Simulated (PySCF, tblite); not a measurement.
# C₄H₁₁FO₂Si: geometry, infrared bands and NMR shifts

Wanted: the infrared bands and NMR shifts of C₄H₁₁FO₂Si (`CC(C)(CF)O[SiH2]O`), by calculation.

Computed with tblite 0.8.0 and PySCF 2.14.0, with density-fitted response routines of our own, on a single molecule in the gas phase. Atoms count from 0, in the outputs and in this text.

## Step 1: The starting structure

19 atoms, charge 0, multiplicity 1; geometry from: force field or distance geometry start.

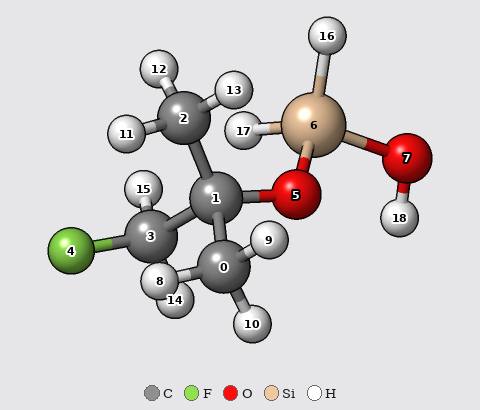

The starting geometry (carbon grey, fluorine green, oxygen red, silicon light orange, hydrogen white), atoms numbered.

## Step 2: Relaxing the molecule with GFN2-xTB

What the job is given:

```
{"job": {"kind": "relax", "xc": "GFN2-xTB", "basis": "xTB"}, "charge": 0, "multiplicity": 1}
C     -1.418700     1.266300    -0.510200
C     -0.471000     0.122100    -0.183200
C     -0.748500    -0.970500    -1.142700
C     -0.821400    -0.265700     1.258500
F     -2.141500    -0.680400     1.364000
O      0.769000     0.673700    -0.237100
Si     2.101900    -0.300900     0.077400
O      3.429800     0.754400     0.444100
H     -2.459400     0.953500    -0.355300
H     -1.195100     1.546900    -1.549400
H     -1.132900     2.088100     0.176500
H     -1.860300    -1.148100    -1.190100
H     -0.326400    -1.952600    -0.851500
H     -0.445600    -0.677000    -2.183300
H     -0.698500     0.615800     1.915500
H     -0.152900    -1.095000     1.547900
H      2.476400    -1.114400    -1.093800
H      1.871000    -1.112600     1.265600
H      3.214100     1.305700     1.239700
```

Command:

```sh
OMP_NUM_THREADS=1 python probes_run.py task.json out
```

One launch serves the whole session: the jobs run in the order shown.

**Question.** This job is followed by: GFN2-xTB harmonic vibrations, gas phase; GIAO PBE0/pcSseg-1 NMR shielding, non-relativistic, gas phase. What will the session give for the following? strongest single infrared mode (GFN2-xTB); zero-point energy (GFN2-xTB); 13C shifts against TMS (PBE0/pcSseg-1, means over atoms taken as alike); 1H shifts against TMS (PBE0/pcSseg-1, means over atoms taken as alike); 19F shifts against CFCl3 (PBE0/pcSseg-1); 17O shifts against H2O (PBE0/pcSseg-1); 29Si shifts against TMS (PBE0/pcSseg-1); surface potential, least and greatest.

**Answer**, as computed:

| quantity | value |
| --- | --- |
| strongest single infrared mode (GFN2-xTB) | 2211 cm⁻¹, 370 km/mol |
| zero-point energy (GFN2-xTB) | 91.8 kcal/mol |
| 13C shifts against TMS (PBE0/pcSseg-1, means over atoms taken as alike) | 91.7, 74.5, 29.3 ppm |
| 1H shifts against TMS (PBE0/pcSseg-1, means over atoms taken as alike) | 5.07, 4.48, 1.44, 1.39 ppm |
| 19F shifts against CFCl3 (PBE0/pcSseg-1) | -252.5 ppm |
| 17O shifts against H2O (PBE0/pcSseg-1) | 78.3, 30.7 ppm |
| 29Si shifts against TMS (PBE0/pcSseg-1) | -37.3 ppm |
| surface potential, least and greatest | -1.32 V and 2.01 V |

In words: Over 68 steps the energy fell by 0.777 eV; of the close pairs, Si6–O7 changed most, 1.735 to 1.617 Å. All 51 modes are real, so the xTB geometry is a minimum. The strongest single mode, at 2211 cm⁻¹, moves mainly H17. GFN2-xTB is a fitted tight-binding method: band positions and strengths are rough. Its intensities can rank the bands wrongly. C3 (sp3 CH2 bonded to F) lies farthest downfield among carbon, at 91.7 ppm; pulled downfield by the heteroatom.
